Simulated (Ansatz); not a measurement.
## Electronic structure of B$_{2}$RhN$_{3}$ in real space

Input file:

```
crystal:
  lattice:
    - [2.6625191494, 0.0, 0.0]
    - [0.0, 2.6625191494, 0.0]
    - [0.0, 0.0, 8.5439444622]
  atoms:
    - { symbol: B, position: [0.0, 0.5, 0.5783668386] }
    - { symbol: B, position: [0.5, 0.0, 0.4216331614] }
    - { symbol: Rh, position: [0.0, 0.0, 0.0] }
    - { symbol: "N", position: [0.5, 0.5, 0.0] }
    - { symbol: "N", position: [0.0, 0.5, 0.4019976348] }
    - { symbol: "N", position: [0.5, 0.0, 0.5980023652] }
kpoints:
  mp_grid: { grid: [8, 8, 4] }
hamiltonian:
  xc: r2scan
  dispersion: rvv10
scf:
  occupations: { method: fermi_dirac, width: 0.03 }
relax:
  f_tol: 0.01
  cell: {}
  max_steps: 120
output:
  write_density: true
  write_potential: true
  elf: true
  volumetric_format: npy
```

Run with:

```sh
ansatz run input.yaml --threads 2 --pin off --max-ram 2211MiB --backend cpu --events-out ev --progress --plain --runs-dir out
```

Below, planes, directions and counts refer to the conventional cell (a = 2.68 Å, b = 2.68 Å, c = 8.05 Å, α = 90.00°, β = 90.00°, γ = 90.00°).

The fields are those of the run's last geometry, not of the input's.

Space group P-4m2; a structure from a database of computed crystals, not necessarily the ambient phase; started from the Hf2CuSb3-115 prototype, which need not be the ambient phase; computed without spin polarisation.

These are results of DFT, r2SCAN+rVV10, plane waves, PAW in Ansatz, not measurements.

Core electrons are frozen (PAW), and the valence fields are smoothed inside the atomic spheres.

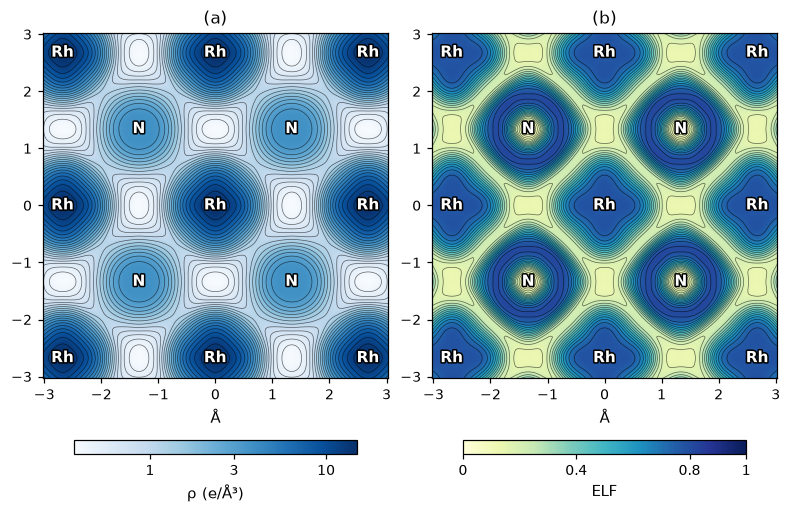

Figure 1. (a) valence pseudo-density; (b) ELF on the (001) plane of the conventional cell.

> What do the fields say about this system?

Atoms in the plane: Rh and N.
Rh–N (1.89 Å): ρ is about 1.1 e/Å³ halfway; the ELF peaks at about 0.80 in the valence shell of N, 0.6 Å from its nucleus, and is about 0.20 at the midpoint.
Between the atoms the lowest density in this plane is 0.37 e/Å³.
The features right at Rh lie inside the PAW spheres, where the map follows smoothed inner orbitals and isn't to be read closely.

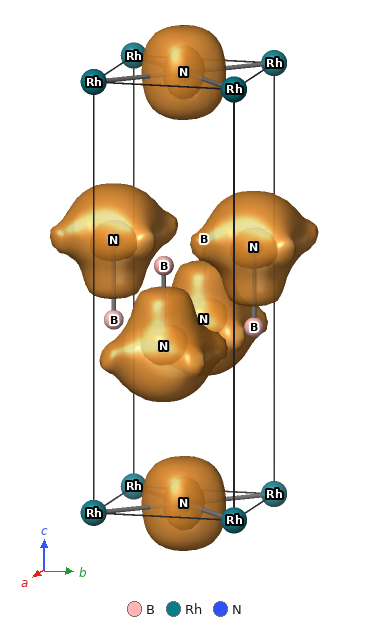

Figure 2. Isosurface of the electron localisation function at 0.65 (orange), seen slightly off an axis. Only the valence region is drawn (cores and ρ < 0.01 e/Å³ removed). Sticks mark near contacts.

> What do the ELF domains correspond to?

The surface consists of two regions on N in which the atom's valence shell and bonds are merged and one region wrapped around N (its valence shell), counted in one cell of 6 atoms. Regions shared between cells count once.


B–N (1.50 Å): the ELF peaks at about 0.95 between the atoms (a shared but strongly polarised pair).
